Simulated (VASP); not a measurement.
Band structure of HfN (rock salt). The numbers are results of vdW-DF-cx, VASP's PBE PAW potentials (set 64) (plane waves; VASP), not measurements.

Unless said otherwise, spin-orbit coupling is left out, though it shifts the bands of the heavy elements here.

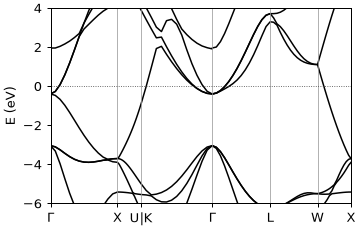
Bands along high-symmetry lines, zero at the valence-band maximum or, without a gap, the Fermi level

Q: Read the plot: is there a gap, and where are the band edges?

A: It has no gap at this level: it comes out as a metal or semimetal. (Edges off the drawn lines would not show.)

The compound is HfN in the rock salt structure. It was relaxed first. The electron count is odd and the run is not spin-polarised, which forces a metal.
